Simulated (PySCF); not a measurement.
## Electronic structure of C5H9S (charge −1) in real space

```
atom    x (Å)    y (Å)    z (Å)
   C   1.9157  -0.3734  -0.2521
   C   0.6697   0.3761  -0.7069
   C  -0.3601   0.4354   0.4090
   S   0.1711   1.3515   1.8372
   C  -1.2381  -0.7769   0.5832
   C  -1.8093   0.4857  -0.0021
   H   2.7122  -0.3168  -0.9961
   H   2.2574   0.0740   0.6792
   H   1.6813  -1.4207  -0.0638
   H   0.9461   1.4012  -0.9733
   H   0.2410  -0.1052  -1.5968
   H  -1.5379  -1.0474   1.5861
   H  -1.1022  -1.6270  -0.0785
   H  -2.0627   0.4904  -1.0584
   H  -2.4887   1.0612   0.6115
```

Geometry: GFN2-xTB.

Method: PBE0/def2-SVPD, SCF density, gas phase in PySCF 2.14.0.

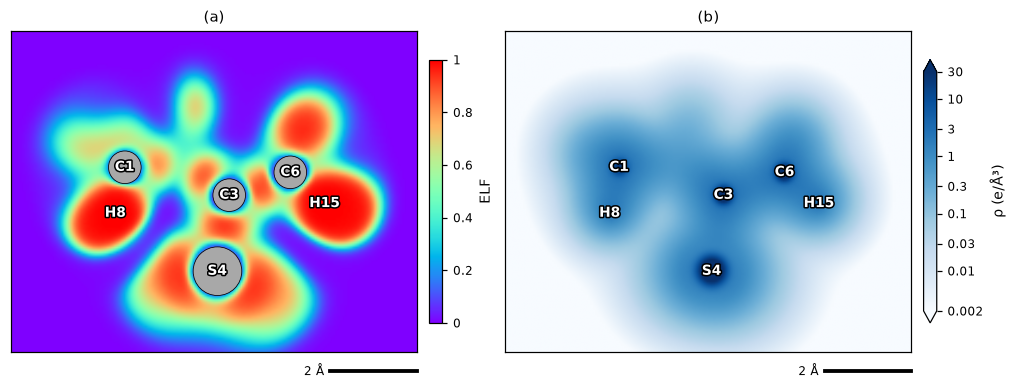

Figure 1. (a) electron localisation function; (b) total electron density on the plane of atoms S4, C3 and C6. Grey discs cover the atomic cores in the ELF map.

Question: Interpret the plot.

Answer:
- The plane passes through C, S and H nuclei.
- C–C (1.51 Å): the density is about 1.6 e/Å³ at the midpoint; the ELF peaks at about 0.90 between the atoms: localised, covalent bonding.
- C–S (1.78 Å): ρ is about 1.3 e/Å³ halfway; the ELF peaks at about 0.90 between the atoms (localised, covalent bonding).
- C–H (1.09 Å): ρ is about 2 e/Å³ halfway; the ELF climbs to about 1 towards the hydrogen, as it does in any bond to H; an ordinary covalent bond to hydrogen.
- The ELF also peaks beside S4, away from the bonds: lone-pair regions.

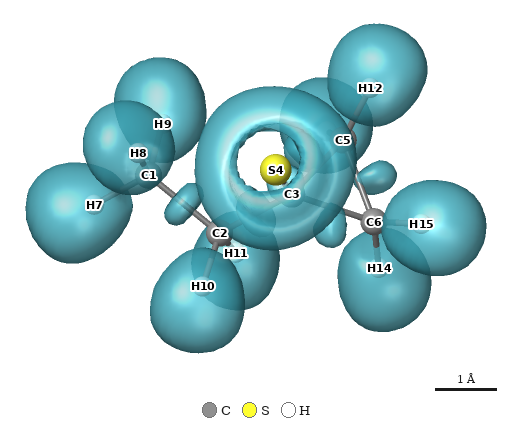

Figure 2. Isosurface of the ELF at 0.85 (cyan), seen across its widest extent. Only the valence region is drawn (cores and ρ < 0.01 e/Å³ removed).

Question: Identify the bonds, lone pairs and shells in this picture.

Answer: The ELF exceeds this value in five regions between bonded C–C atoms (shared pairs), one region between bonded C–S atoms (shared pairs), nine regions around hydrogen nuclei and one ring or bowl of non-bonding electrons around S.


C–C (1.50 Å): the ELF peaks at about 0.90 between the atoms; a shared electron pair.
